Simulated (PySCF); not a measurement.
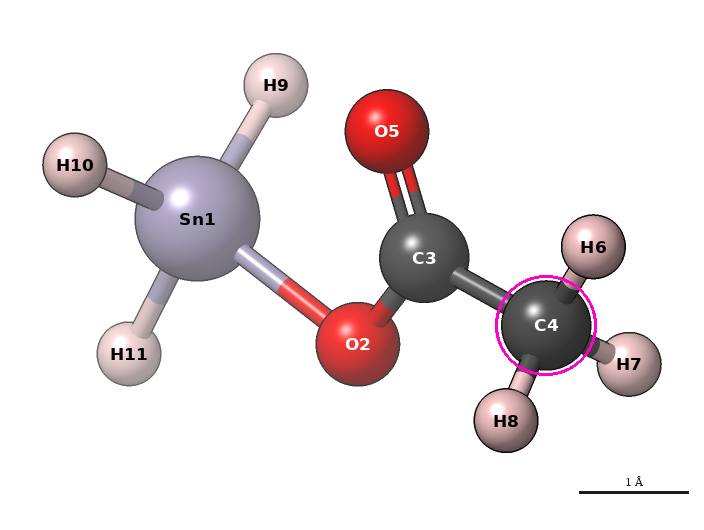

Orthographic view. Atoms fade into the background with distance from the viewer. Computed geometry: PBE0-D3(BJ)/def2-SVP optimisation. No frequency run is at hand to confirm it as a minimum.

### Name the neighbours of the circled atom.

The circled atom is C4; it is bonded to C3, H6, H7, H8.

### Which two atoms are farthest apart in space?

H6 and H11, 6.08 Å.

### Of O2 and C3, which is nearer the viewer?

C3; the bond to O2 points away from the viewer, so it looks shorter than its 1.31 Å.

### What is the shortest path along bonds from the circled atom to H11?

C4–C3–O2–Sn1–H11, 4 bonds; through space the two are 5.21 Å apart.
